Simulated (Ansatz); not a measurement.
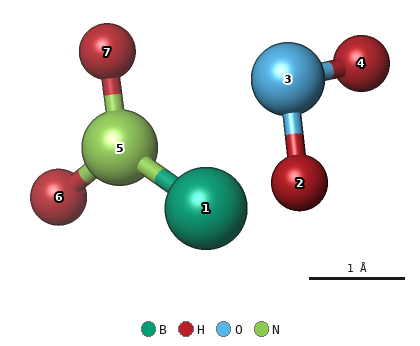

*The structure as given in the input (ball-and-stick view, seen at a tilt; atoms are numbered from 1 in the order of the input).*

**BNH4O: frequency calculation**

The run: frequency calculation of BNH4O. Method and program: RKS r2SCAN-D4/def2-SVP (Ansatz 0.2.0).

It belongs to a series of runs on one base structure; here: vibrations at the highest image of the band. Figures and captions count atoms from 1; the log counts them from 0 in places.

**The program's output**
```
Engine: ansatz 0.2.0, aarch64-unknown-linux-gnu
Functional definition: r2SCAN
  parameter k0 = 0.174
  parameter k1 = 0.065
  parameter a1 = 4.9479
  exchange = r2scan_x(k0 = k0, k1 = k1, a1 = a1)
  correlation = r2scan_c
701 factors; their error is unknown
mean field evaluation 1: about -4263.1282 eV, gradient 6.3e1 eV
mean field evaluation 2: about -4245.1563 eV, gradient 1.1e2 eV
mean field evaluation 4: about -4270.6139 eV, gradient 7.7e0 eV
mean field evaluation 8: about -4270.7345 eV, gradient 1.8e-1 eV
mean field evaluation 16: about -4270.7345 eV, gradient 1.7e-5 eV
mean field -4270.73453157 eV, -156.9465992275 hartree, gradient 1.7e-5 eV, S^2 0.000000; 0 other end points of the search recorded, 0 dependent functions left out
the calculation of the forces begins
reference -4270.73453977 eV, -156.9465995286 hartree; 12, 12 occupied and 50, 50 virtual orbitals, 701 factors
these checks for a lower state are left out or cut short: stability, starts, cluster_reference, orbital_swaps, neighbouring_geometries, increment
701 factors; their error is unknown
mean field -4270.73445720 eV, -156.9465964944 hartree, gradient 2.2e-6 eV, S^2 0.000000; 0 other end points of the search recorded, 0 dependent functions left out
[... from here on the field's lines of each further geometry are left out, up to the last ...]
the calculation of the forces begins
reference -4270.73445060 eV, -156.9465962519 hartree; 12, 12 occupied and 50, 50 virtual orbitals, 701 factors
these checks for a lower state are left out or cut short: stability, starts, cluster_reference, orbital_swaps, neighbouring_geometries, increment
701 factors; their error is unknown
mean field -4270.73445233 eV, -156.9465963155 hartree, gradient 2.8e-6 eV, S^2 0.000000; 0 other end points of the search recorded, 0 dependent functions left out
the calculation of the forces begins
reference -4270.73446053 eV, -156.9465966167 hartree; 12, 12 occupied and 50, 50 virtual orbitals, 701 factors
WARN: phonons: modes at or below zero, which the zero-point energy, F, S and C_V leave out: 1, the lowest at -836.82 cm⁻¹. A minimum has none, and a first-order saddle one
Total energy: -4270.75244124 eV, -156.9472573957 hartree
Atom 0 at    -0.413933    -0.440376     0.457509 Å, force    -0.009621    -0.013157    -0.008551 eV/Å
Atom 1 at     0.927629    -0.255072     1.027833 Å, force    -0.001170     0.006830     0.009215 eV/Å
Atom 2 at     1.249586     0.217587     0.072534 Å, force    -0.000221    -0.006330    -0.007184 eV/Å
Atom 3 at     1.687093    -0.539833    -0.358331 Å, force     0.004624     0.004439     0.000503 eV/Å
Atom 4 at    -1.180503    -0.089066    -0.636504 Å, force     0.015347     0.012790     0.003471 eV/Å
Atom 5 at    -2.170138    -0.306658    -0.679382 Å, force    -0.005377    -0.000426     0.004521 eV/Å
Atom 6 at    -0.827236     0.461521    -1.416859 Å, force    -0.003584    -0.004146    -0.001975 eV/Å
Dipole moment:    -0.025309     0.015958    -0.642971 e Å
Vibrations: -836.82 252.04 295.24 414.75 513.63 552.47 731.69 887.97 1320.83 1424.59 1553.77 2171.68 3539.00 3679.93 3721.27 cm⁻¹, zero-point energy 1.305483 eV
```

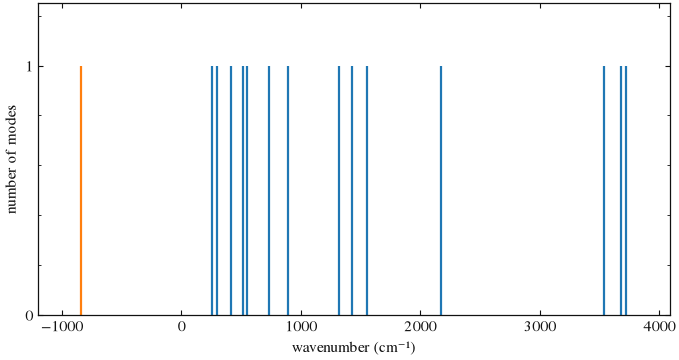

*Harmonic vibrational wavenumbers from the force constants; neighbouring modes closer than 21 cm⁻¹ are counted in one stick, and imaginary ones are drawn at negative wavenumbers.*

15 modes from 837i to 3721 cm⁻¹, 1 imaginary beyond 8i (837i cm⁻¹): a first-order saddle point, if the geometry is stationary.

The run was set up as follows.

**The input**
```yaml
crystal:
  periodic: [false, false, false]
  atoms:
    - { symbol: B, position_ang: [-0.413933, -0.440376, 0.457509] }
    - { symbol: H, position_ang: [0.927629, -0.255072, 1.027833] }
    - { symbol: O, position_ang: [1.249586, 0.217587, 0.072534] }
    - { symbol: H, position_ang: [1.687093, -0.539833, -0.358331] }
    - { symbol: "N", position_ang: [-1.180503, -0.089066, -0.636504] }
    - { symbol: H, position_ang: [-2.170138, -0.306658, -0.679382] }
    - { symbol: H, position_ang: [-0.827236, 0.461521, -1.416859] }
basis:
  gaussian: { orbitals: def2-SVP }
hamiltonian:
  xc: r2scan
  dispersion: d4
phonons: {}
```

Run as:
```bash
ansatz run input.yaml --threads 1 --pin off --max-ram 2048MiB --backend cpu --events-out ev --progress --plain --runs-dir out
```

**Summary**

- outcome: converged
- total energy: −4270.7524 eV
- mean-field energy: −4270.7345 eV
- largest force (length of the vector): 0.020 eV/Å
- hardware: 1 thread of Arm Neoverse N1, 24 GiB of memory available, shared host
- wall time: 81 s
- peak memory: 0.1 GiB
